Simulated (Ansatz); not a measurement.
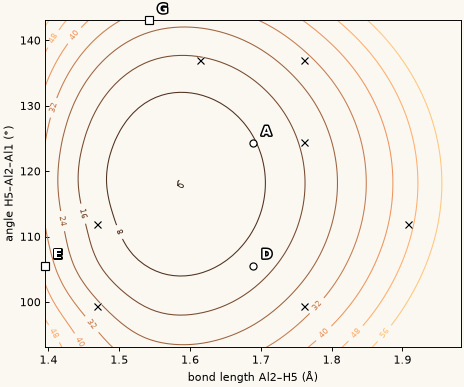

Al2H3, SMILES [AlH][AlH2], spin multiplicity 2. 
- First axis: bond length Al2–H5. Second axis: angle H5–Al2–Al1.
- Nothing is relaxed (all other coordinates rigid).
- Grid: 9 × 9 points. At 7 points there is no value.
- Points are written as (first, second).
- All energies are given in kJ/mol relative to the relaxed molecule at the same level.
- Computed with Ansatz, UKS wB97M-V/def2-SVP.

Drawn: contour lines labelled in kJ/mol (none above 56), crosses at grid points without a value, lettered points. Between grid points the surface is interpolated.

What kind of point is each of A, D: minimum, saddle, maximum or slope?

A: on a slope; D: on a slope. (In these two coordinates alone; a stationary point may lie a little off the grid point.)

Rank the lettered points by energy, lowest first.

A (7 kJ/mol), D (12 kJ/mol), G (28 kJ/mol), E (37 kJ/mol).
